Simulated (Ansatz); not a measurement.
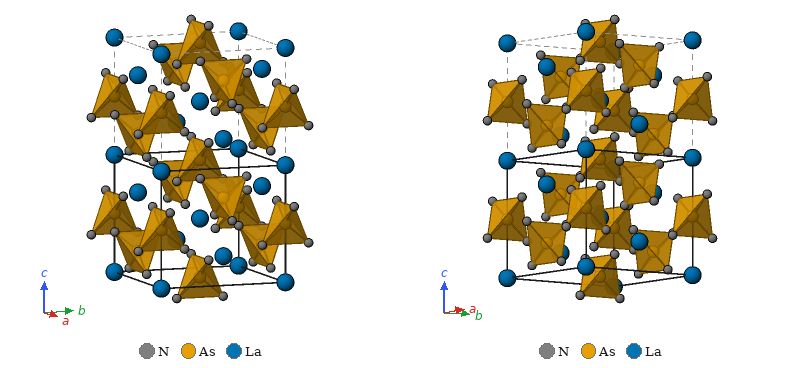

Polyhedra are drawn about As (bonds: As–N below 2 Å); other atoms are plain spheres. Two views of the same piece.

LaAsN₄ (space group I4_1/amd, No. 141): the end point of a relaxation (final pressure about 18 GPa) with DFT, PAW plane waves, pbe (Ansatz); the starting structure was generated, so it need not be a known form of this composition.

Sharing among the drawn polyhedra:

| site | polyhedron | corner-sharing neighbours | edge-sharing | face-sharing | bond (Å) |
| --- | --- | --- | --- | --- | --- |
| As | AsN4 tetrahedron | 0 | 0 | 0 | 1.75 |

The tetrahedra are isolated from each other. Their corner atoms also have La as close neighbours (those links are not drawn).
